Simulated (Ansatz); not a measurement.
## Mg2Sn under a change: Sn vacancy

The reference is a 24-atom supercell of Mg2Sn (space group Fm-3m, No. 225; a = 6.746 Å) at its relaxed geometry.

The change: one Sn atom is removed, atoms relaxed at fixed cell, starting from a slightly rattled geometry.

Level of theory: Ansatz (a quantum-chemistry and plane-wave program) PBEsol, no SOC. Γ-centred 5×5×5 mesh, Fermi–Dirac width 0.05 eV.

The pressure goes from zero to -0.9 GPa and the mean distance from the defect site to its nearest host atoms falls by 0.106 Å to 2.82 Å.

Final structure:

```xyz
23
Lattice="0.0000 6.7460 6.7460 6.7460 0.0000 6.7460 6.7460 6.7460 0.0000" Properties=species:S:1:pos:R:3 pbc="T T T"
Sn     3.3691     3.3647     0.0010
Sn     3.3673    -0.0062     3.3746
Sn     6.7416     3.3669     3.3753
Sn    -0.0046     3.3642     3.3747
Sn     3.3696     6.7376     3.3769
Sn     3.3678     3.3658     6.7477
Sn     6.7431     6.7383     6.7513
Mg     1.6195     1.6180     1.6263
Mg     5.1179     5.1151     1.6251
Mg     5.1165     1.6185     5.1231
Mg     8.4354     5.0467     5.0566
Mg     1.6188     5.1129     5.1242
Mg     5.0508     8.4315     5.0557
Mg     5.0485     5.0451     8.4431
Mg     8.4360     8.4316     8.4420
Mg     5.0493     5.0465     5.0575
Mg     8.4350     8.4321     5.0551
Mg     8.4362     5.0433     8.4437
Mg    11.8600     8.3664     8.3746
Mg     5.0476     8.4317     8.4419
Mg     8.3705    11.8578     8.3760
Mg     8.3670     8.3634    11.8679
Mg    11.8621    11.8603    11.8662
```

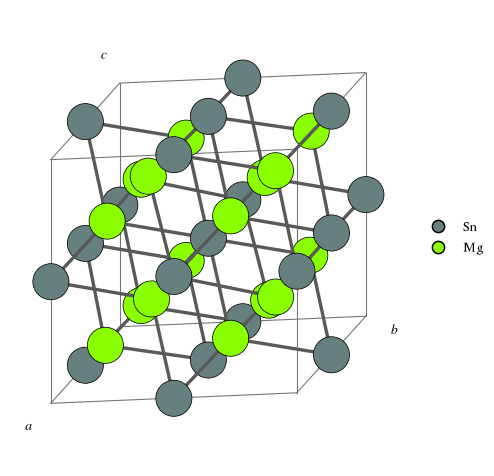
Fig. 1. The relaxed cell after the change

In so small a cell the defect repeats every few ångströms: this is an ordered compound, not a dilute defect. The defect cell is not spin-polarised.
